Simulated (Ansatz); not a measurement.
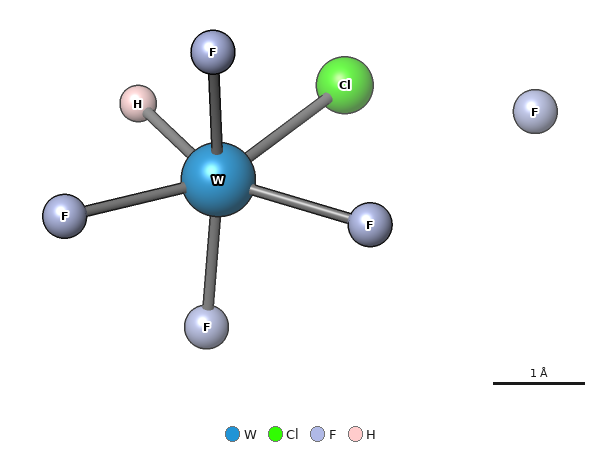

Fig. 1: The input geometry (ball-and-stick view, seen at a tilt). Sticks mark near contacts. Bond lengths as drawn: Cl–W 2.36 Å, F–W 1.85 to 1.88 Å and H–W 1.72 Å.

# Nudged elastic band, with input and output: WHClF₅

- system: WHClF₅, multiplicity 2
- method: UKS PBE/def2-SVP (Ansatz 0.2.0)

The run did not end well. One setting was made poor on purpose. It belongs to a series of runs on one base structure; here: band between the two ends.

**Input file**
```yaml
crystal:
  periodic: [false, false, false]
  atoms:
    - { symbol: W, position_ang: [0.0, 0.070354, 0.065839] }
    - { symbol: Cl, position_ang: [0.0, -0.836158, 2.240418] }
    - { symbol: F, position_ang: [1.840397, 0.193621, -0.118704] }
    - { symbol: F, position_ang: [0.0, 1.655206, 1.076787] }
    - { symbol: F, position_ang: [-1.840397, 0.193621, -0.118704] }
    - { symbol: H, position_ang: [0.0, -1.646052, 0.058938] }
    - { symbol: F, position_ang: [0.0, -0.140899, -1.790245] }
    - { symbol: F, position_ang: [0.0, 0.640308, 3.815669] }
magnetization:
  spin_polarized: true
  initial_magnetization: 1
basis:
  gaussian: { orbitals: def2-SVP }
hamiltonian:
  xc: pbe
neb:
  order_check: false
  images: 5
  f_tol: 0.05
  max_iterations: 3
  final_atoms:
    - { symbol: W, position_ang: [-0.12038729, 0.06710282, 0.19075774] }
    - { symbol: Cl, position_ang: [0.08570595, -1.02352315, 2.24793006] }
    - { symbol: F, position_ang: [1.65501125, 0.58534557, 0.42170431] }
    - { symbol: F, position_ang: [-0.79649963, 1.5087857, 1.15993157] }
    - { symbol: F, position_ang: [-1.67435411, 0.3761672, -0.80169143] }
    - { symbol: H, position_ang: [-0.73039167, -1.51880028, 0.1225222] }
    - { symbol: F, position_ang: [0.54699291, -0.44523238, -1.47865205] }
    - { symbol: F, position_ang: [1.0339226, 0.58015551, 3.36749558] }
  initial_path:
    images:
      - { positions_ang: [[0.0, 0.070354, 0.065839], [0.0, -0.836158, 2.240418], [1.840397, 0.193621, -0.118704], [0.0, 1.655206, 1.076787], [-1.840397, 0.193621, -0.118704], [0.0, -1.646052, 0.058938], [0.0, -0.140899, -1.790245], [0.0, 0.640308, 3.815669]] }
      - { positions_ang: [[0.0, 0.05446837, 0.04383587], [0.0, -0.58041175, 2.37302514], [1.843598, 0.13664637, -0.0791928], [0.0, 1.7273316, 0.73920149], [-1.843598, 0.13664637, -0.0791928], [0.0, -1.66279029, 0.01933872], [0.0, -0.06496668, -1.80984869], [0.0, 0.38307701, 4.02283108]] }
      - { positions_ang: [[0.0, 0.03858274, 0.02183273], [0.0, -0.3246655, 2.50563229], [1.846799, 0.07967174, -0.0396816], [0.0, 1.79945719, 0.40161598], [-1.846799, 0.07967174, -0.0396816], [0.0, -1.67952858, -0.02026057], [0.0, 0.01096565, -1.82945238], [0.0, 0.12584603, 4.22999315]] }
      - { positions_ang: [[0.0, 0.02269711, -0.0001704], [0.0, -0.06891926, 2.63823943], [1.85, 0.02269711, -0.0001704], [0.0, 1.87158279, 0.06403046], [-1.85, 0.02269711, -0.0001704], [0.0, -1.69626687, -0.05985985], [0.0, 0.08689797, -1.84905608], [0.0, -0.13138496, 4.43715523]] }
      - { positions_ang: [[-0.0401291, 0.03749901, 0.06347231], [0.02856865, -0.38712055, 2.50813631], [1.78500375, 0.2102466, 0.1404545], [-0.26549988, 1.75065043, 0.42933083], [-1.79145137, 0.14052047, -0.26734408], [-0.24346389, -1.63711134, 0.00093417], [0.18233097, -0.09047881, -1.72558807], [0.34464087, 0.1057952, 4.08060201]] }
      - { positions_ang: [[-0.08025819, 0.05230092, 0.12711503], [0.0571373, -0.70532185, 2.37803319], [1.7200075, 0.39779608, 0.28107941], [-0.53099975, 1.62971806, 0.7946312], [-1.73290274, 0.25834384, -0.53451775], [-0.48692778, -1.57795581, 0.06172818], [0.36466194, -0.2678556, -1.60212006], [0.68928173, 0.34297535, 3.7240488]] }
      - { positions_ang: [[-0.12038729, 0.06710282, 0.19075774], [0.08570595, -1.02352315, 2.24793006], [1.65501125, 0.58534557, 0.42170431], [-0.79649963, 1.5087857, 1.15993157], [-1.67435411, 0.3761672, -0.80169143], [-0.73039167, -1.51880028, 0.1225222], [0.54699291, -0.44523238, -1.47865205], [1.0339226, 0.58015551, 3.36749558]] }
```

Hardware: 4 threads of AMD EPYC (Zen 3), 24 GiB of memory available, shared host.

Command:
```bash
ansatz run input.yaml --threads 4 --pin off --max-ram 5120MiB --backend cpu --events-out ev --progress --plain --runs-dir out
```

**What the program printed**
```
Engine: ansatz 0.2.0, x86_64-unknown-linux-gnu
Functional definition: PBE
  parameter kappa = 0.804
  parameter beta = 0.06672455060314922
  exchange = pbe_x(kappa = kappa, mu = beta*pi^2/3)
  correlation = pbe_c(beta = beta)
1300 factors; their error is unknown
mean field evaluation 1: about -27906.6224 eV, gradient 6.0e1 eV
mean field evaluation 2: about -27440.3228 eV, gradient 2.3e2 eV
mean field evaluation 4: about -27919.5661 eV, gradient 1.3e1 eV
mean field evaluation 8: about -27920.5926 eV, gradient 3.5e0 eV
mean field evaluation 16: about -27920.5752 eV, gradient 8.7e-2 eV
mean field evaluation 32: about -27917.5452 eV, gradient 1.7e1 eV
mean field evaluation 64: about -27917.4530 eV, gradient 1.7e0 eV
mean field evaluation 96: about -27917.5109 eV, gradient 8.2e-1 eV
mean field evaluation 128: about -27917.5236 eV, gradient 5.9e0 eV
mean field -27920.57519948 eV, -1026.0622133352 hartree, gradient 3.0e-5 eV, S^2 0.754603; 8 other end points of the search recorded, 0 dependent functions left out
the calculation of the forces begins
reference -27920.57526835 eV, -1026.0622158663 hartree; 39, 38 occupied and 86, 87 virtual orbitals, 1300 factors
1300 factors; their error is unknown
mean field evaluation 160: about -27920.6894 eV, gradient 4.9e0 eV
mean field evaluation 192: about -27918.7952 eV, gradient 8.0e0 eV
mean field -27920.73887120 eV, -1026.0682281599 hartree, gradient 6.2e-5 eV, S^2 0.752568; 5 other end points of the search recorded, 0 dependent functions left out
[... from here on the field's lines of each further geometry are left out, up to the last ...]
NEB iter   1: max|band force component| = 5.407e0 eV/Å  barrier→ = 1.6944 eV  barrier← = 1.8581 eV  Δτ_max = 0.1977 Å  (2050 SCF iters)
NEB iter   2: max|band force component| = 3.029e0 eV/Å  barrier→ = 1.1520 eV  barrier← = 1.3157 eV  Δτ_max = 0.2000 Å  (239 SCF iters)
the calculation of the forces begins
reference -27920.32024627 eV, -1026.0528439775 hartree; 39, 38 occupied and 86, 87 virtual orbitals, 1300 factors
these checks for a lower state are left out or cut short: starts, cluster_reference, orbital_swaps, neighbouring_geometries, increment
1300 factors; their error is unknown
mean field -27920.58603576 eV, -1026.0626115613 hartree, gradient 1.3e-5 eV, S^2 0.754858; 0 other end points of the search recorded, 0 dependent functions left out
the calculation of the forces begins
reference -27920.58610519 eV, -1026.0626141127 hartree; 39, 38 occupied and 86, 87 virtual orbitals, 1300 factors
NEB iter   3: max|band force component| = 1.388e0 eV/Å  barrier→ = 0.8047 eV  barrier← = 0.9684 eV  Δτ_max = 0.2000 Å  (227 SCF iters)
```

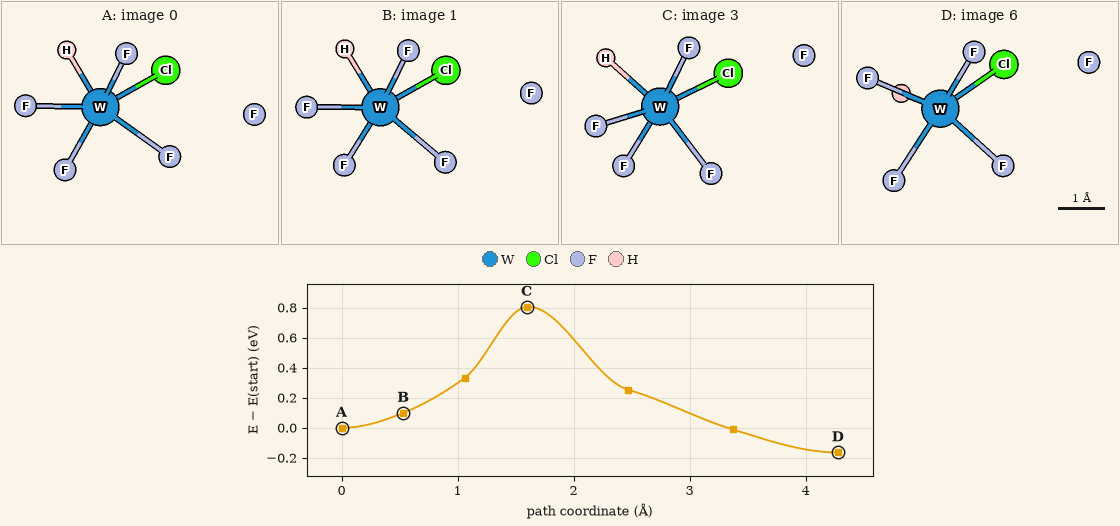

Fig. 2: Images of the last band (counted from 0; ball-and-stick, seen at a tilt) above the energy along the path; the line is a cubic interpolation that uses the forces. The highest image is number 3, 0.805 eV above the start and 0.968 eV above the end; the end lies 0.164 eV below the start. The path is 4.28 Å long. The band had not converged after 3 iterations.

```
Unfinished report: {"positions_ang":[[0.04901625896854852,0.048545440545112,0.10623534118004041],[-0.012135318895646743,-0.25155554468001456,2.3651723439139123],[1.9034836088354345,0.00014941581926568304,0.14340283989518576],[-0.21198626516734836,1.924081118683001,0.2562998258338038],[-1.7867268847352302,0.06254963003863419,-0.13895134794463798],[-0.17817429957532505,-1.710825262028933,-0.013284791614748936],[0.07851672364454669,0.027210714409179236,-1.7753483501123006],[0.15800617692502034,0.02984548721375556,4.286472128848746]],"unchecked":["starts","cluster_reference","orbital_swaps","neighbouring_geometries","increment"],"mean_field":{"relativity":"none","state":{"energy":{"ev":-27919.77055481177,"hartree":-1026.0326431891435},"converged":true,"gradient_ev":0.00002068560835686221,"stability":{"kind":"minimum","curvature_ev":2.881742009971865},"curvature_floor_ev":0.00030000000000000003,"spin_squared":0.7532803406611066},"others":[],"fillings":{"estimated":0,"unestimated":0,"tried":0,"untried":0,"excluded_magnetic_sites":0},"n_dropped_functions":0,"n_trapped_functions":0,"passes":{"evaluations":6,"products":43},"factors":{"origin":"density fitting in generated functions","count":1300,"bound_ev":null},"gradient_stop_ev":0.00008645226029915596,"reference_kind":"stationary","functional":{"name":"PBE","citations":["Perdew, Burke & Ernzerhof, Phys. Rev. Lett. 77, 3865 (1996) doi:10.1103/PhysRevLett.77.3865"],"text":"name \"PBE\"\ncite \"Perdew, Burke & Ernzerhof, Phys. Rev. Lett. 77, 3865 (1996) doi:10.1103/PhysRevLett.77.3865\"\nparent pbe\nparameter kappa = 0.804\nparameter beta = 0.06672455060314922\nexchange = pbe_x(kappa = kappa, mu = beta*pi^2/3)\ncorrelation = pbe_c(beta = beta)\n","parameters":{"beta":{"value":0.06672455060314922,"default":0.06672455060314922},"kappa":{"value":0.804,"default":0.804}},"final_grid":{"core_spheres":13.0,"valence_spheres":11.0,"degree":36.0},"final_grid_parameter_source":"default","radial_points_factor":1.0,"radial_grid_error_ev":3.125828648923977e-7,"grid_sensitivity":"normal","grid_sensitivity_ratio":0.001870803151768979},"unsmoothed_excess_ev":-0.00006980917776531842,"symmetry":{"irreps":["A"],"axes":[[0.015409618564328553,0.999881264374143,0.000028447623300932874],[0.012467584743752688,-0.00016369474984320904,-0.9999222632458418],[-0.9998035321933801,0.015408775343752807,-0.012468626870931278]],"occupied":[{"A":39},{"A":38}]},"density_repulsion":{"missed_ev":0.00007075951627381094,"excess_ev":0.00007075752328314955,"most_excess_ev":0.001001,"are_drawn_again":false,"n_first_factors":1300,"energy_change_ev":0.0,"n_dropped_ends":0},"direct_passes":"host"},"factors":{"origin":"density fitting in generated functions","count":1300,"bound_ev":null},"n_frozen":0,"n_occupied":[39,38],"n_virtual":[86,87],"reference":{"ev":-27919.77055481177,"hartree":-1026.0326431891435},"total":{"ev":-27919.77055481177,"hartree":-1026.0326431891435},"forces_ev_per_angstrom":[[0.2900711852523928,0.5161785266956455,-1.4765201149765412],[-0.31811070879813996,-0.8738520830920177,-0.7319850457542272],[-0.006829518063926014,-0.15164225336350728,-0.2396282064626234],[-0.010631134030237686,0.24897834602113803,0.13149805838266815],[-0.5536768832190904,-0.32847686241456997,0.3238963972271634],[-0.10540154503477671,0.45446362030163995,0.2752994500240572],[0.5482808637842935,-0.21756391692537505,0.5845822316213877],[0.15629774010097905,0.3519146227792775,1.132857229933086]],"charge_distribution":{"dipole_moment_e_ang":[0.1169816085563858,-0.05999257642376303,-0.1491043547327192],"mulliken_charges_e":[1.2542396354679326,0.024734118753983125,-0.22280387384980926,-0.23580667403354916,-0.2203621488478653,-0.19523804195643812,-0.21501436976836352,-0.18974864576589923],"lowdin_charges_e":[-0.7835332750757438,0.591061248883733,0.1408256393544267,0.0769297591556235,0.14134320106326292,-0.0977119537472213,0.1302360438261676,-0.19915066346025334]},"n_threads":4,"memory_gib":4.261363637633622,"seconds":{"hamiltonian":2.552530742,"orbitals":0.0,"second_order":0.0,"solver_start":0.0,"cycles":0.0,"cycle":0.0,"perturbative":0.0,"full_ci_increment":0.0,"forces":0.0}}
this run last wrote the band of iteration 3 to [file]
Error: NEB band did not converge after 3 iterations: max|band force component| = 1.39e0 eV/Å (threshold 5.0e-2); raise `neb.max_iterations` in a new run, which can start from the last band evaluated (`neb.initial_path`, with `crystal.atoms` and `neb.final_atoms` set to its first and last images), add images, or start from endpoints closer to local minima. Where this run's directory can be resumed (`checkpoint.write`), a resume goes on for up to `neb.max_iterations` more; to start a new run from the last band, take its images' positions from the `neb_iteration` event of iteration 3 (`data.images[].positions_ang`), in the event stream of the run that computed that iteration (not this run's, if it was resumed behind it). With `checkpoint.write`, `steps/00-neb/state/checkpoint.json` in the run directory holds the last saved band, under `neb.evaluated.images[].positions_ang` (a band under a hybrid functional on support functions is neither saved nor resumed: `neb.initial_path` says where its path is): check the last entry of `neb.iterations` there, which is earlier than 3 if that iteration was not saved or its write failed. If the band's step has no `state` directory and holds `state.next`, a write was cut short, and the file is under `state.next` instead (behind a loss of power it can be under `state.prev`)
this run wrote the band of iteration 3 to [file] as well, whether or not its events were kept: a new run's `neb.initial_path` can list its `images[].positions_ang`
a run's events are kept only if it was started with --events-out <file>, and are in that file
```

**The last band as extended XYZ (Å, eV, eV/Å)**
```
8
Properties=species:S:1:pos:R:3:forces:R:3 image=0 energy=-27920.57520
W     0.0000    0.0704    0.0658    0.0000   0.0065  -0.0190
Cl    0.0000   -0.8362    2.2404    0.0000   0.0097  -0.0029
F     1.8404    0.1936   -0.1187   -0.0048   0.0002   0.0008
F     0.0000    1.6552    1.0768    0.0000   0.0083   0.0122
F    -1.8404    0.1936   -0.1187    0.0048   0.0002   0.0008
H     0.0000   -1.6461    0.0589    0.0000  -0.0156   0.0087
F     0.0000   -0.1409   -1.7902    0.0000  -0.0016   0.0040
F     0.0000    0.6403    3.8157    0.0000  -0.0077  -0.0048
8
Properties=species:S:1:pos:R:3:forces:R:3 image=1 energy=-27920.47595
W    -0.0022    0.1158    0.0426    0.0591  -0.1289  -0.1035
Cl    0.0028   -0.6289    2.2409   -0.0123  -0.4459  -0.0942
F     1.8514    0.1214   -0.0449    0.0027   0.0221  -0.1044
F    -0.0291    1.8505    0.8085   -0.0402  -0.1222   0.0633
F    -1.8529    0.1151   -0.0914   -0.0094   0.0449  -0.0729
H    -0.0344   -1.6424    0.1145   -0.0112   0.3627   0.0220
F     0.0260   -0.1570   -1.8010    0.0063  -0.0425  -0.0512
F     0.0385    0.3555    3.9609    0.0051   0.3097   0.3409
8
Properties=species:S:1:pos:R:3:forces:R:3 image=2 energy=-27920.24206
W     0.0056    0.1477    0.0473    0.2788  -0.1167   0.0621
Cl   -0.0080   -0.5243    2.2944   -0.1423  -0.7793  -0.6368
F     1.8571    0.0501    0.1153    0.0184   0.0342  -0.2279
F    -0.1192    2.0051    0.4494   -0.1135  -0.1078   0.2529
F    -1.8415    0.0564   -0.0663   -0.1766   0.0962  -0.0317
H    -0.1203   -1.6359    0.1290   -0.0216   0.4711   0.1920
F     0.0905   -0.1190   -1.7858    0.1089  -0.1324  -0.1330
F     0.1358    0.1500    4.0468    0.0479   0.5348   0.5224
8
Properties=species:S:1:pos:R:3:forces:R:3 image=3 energy=-27919.77049
W     0.0490    0.0485    0.1062    0.2901   0.5162  -1.4765
Cl   -0.0121   -0.2516    2.3652   -0.3181  -0.8739  -0.7320
F     1.9035    0.0001    0.1434   -0.0068  -0.1516  -0.2396
F    -0.2120    1.9241    0.2563   -0.0106   0.2490   0.1315
F    -1.7867    0.0625   -0.1390   -0.5537  -0.3285   0.3239
H    -0.1782   -1.7108   -0.0133   -0.1054   0.4545   0.2753
F     0.0785    0.0272   -1.7753    0.5483  -0.2176   0.5846
F     0.1580    0.0298    4.2865    0.1563   0.3519   1.1329
8
Properties=species:S:1:pos:R:3:forces:R:3 image=4 energy=-27920.32018
W     0.0216    0.1202    0.0578   -0.1338  -0.2323   0.1678
Cl    0.0645   -0.6329    2.2744   -0.1282  -0.9378  -1.0945
F     1.8838    0.1458    0.1383    0.0233   0.0229  -0.2391
F    -0.3140    1.8825    0.6672   -0.0026  -0.0242   0.0774
F    -1.8408    0.1184   -0.1665    0.0975  -0.1199  -0.0360
H    -0.2557   -1.6254    0.2245   -0.1116   0.5053  -0.0990
F     0.2021   -0.1394   -1.7779    0.1417  -0.0596  -0.0091
F     0.2384    0.2609    3.8122    0.1136   0.8455   1.2325
8
Properties=species:S:1:pos:R:3:forces:R:3 image=5 energy=-27920.58604
W    -0.0526    0.0816    0.1128   -0.0191  -0.0452  -0.2112
Cl    0.0982   -0.7537    2.2705   -0.2882  -0.6652  -0.4550
F     1.7892    0.4045    0.2510   -0.1834   0.0416  -0.1701
F    -0.5597    1.7005    0.9256    0.0560  -0.1227  -0.0038
F    -1.7913    0.2400   -0.5811    0.1437  -0.0667   0.0358
H    -0.5415   -1.5862    0.1727    0.0271   0.3905   0.0035
F     0.4072   -0.3190   -1.6571    0.0337  -0.0343   0.1818
F     0.6505    0.3623    3.7357    0.2303   0.5020   0.6191
8
Properties=species:S:1:pos:R:3:forces:R:3 image=6 energy=-27920.73887
W    -0.1204    0.0671    0.1908   -0.0074  -0.0314   0.0229
Cl    0.0857   -1.0235    2.2479    0.0069   0.0204  -0.0108
F     1.6550    0.5853    0.4217    0.0074   0.0018  -0.0010
F    -0.7965    1.5088    1.1599   -0.0043   0.0053   0.0031
F    -1.6744    0.3762   -0.8017   -0.0050   0.0068  -0.0014
H    -0.7304   -1.5188    0.1225   -0.0010   0.0029  -0.0084
F     0.5470   -0.4452   -1.4787    0.0061  -0.0017  -0.0039
F     1.0339    0.5802    3.3675   -0.0027  -0.0041  -0.0005
```

**Outcome**

| quantity | value |
| --- | --- |
| outcome | not converged |
| barrier, forward (band not converged) | 0.805 eV |
| barrier, backward | 0.968 eV |
| wall time | 93 s (CPU time 5.8 min) |
| peak memory | 0.39 GiB |

**Diagnosis**

The run did not converge: “NEB band did not converge after 3 iterations: max|band force component| = 1.39e0 eV/Å (threshold 5.0e-2); raise `neb.max_iterations` in a new run, which can start from the last band evaluated (`neb.initial_path`, with `crystal.atoms` and `neb.final_atoms` set to its first and last images), add images, or start from endpoints closer to local minima …” Its last values are not results. A deliberately poor setting: few iterations.
